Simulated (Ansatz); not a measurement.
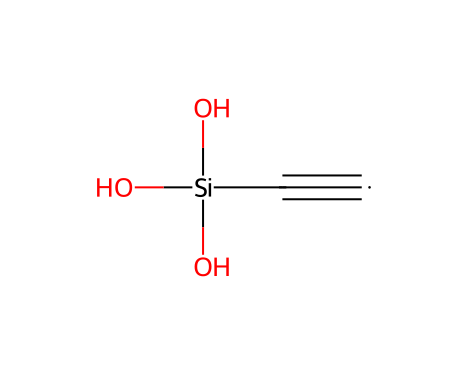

The drawing above gives the connectivity. The species is neutral and a spin doublet. Computed geometry: PBE0-D4/def2-TZVP optimisation.

Describe the 3D structure.

Formula C2H3O3Si. As SMILES it reads `[C]#C[Si](O)(O)O`. It has no ring. Among its groups: Si–O bond. This geometry has C3 symmetry. It is an open-shell species. Coordination: 1 C linear; 1 Si tetrahedral; 3 O bent.

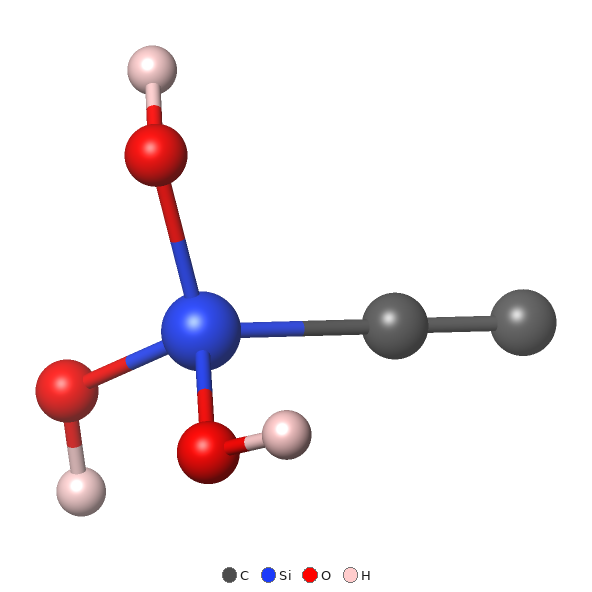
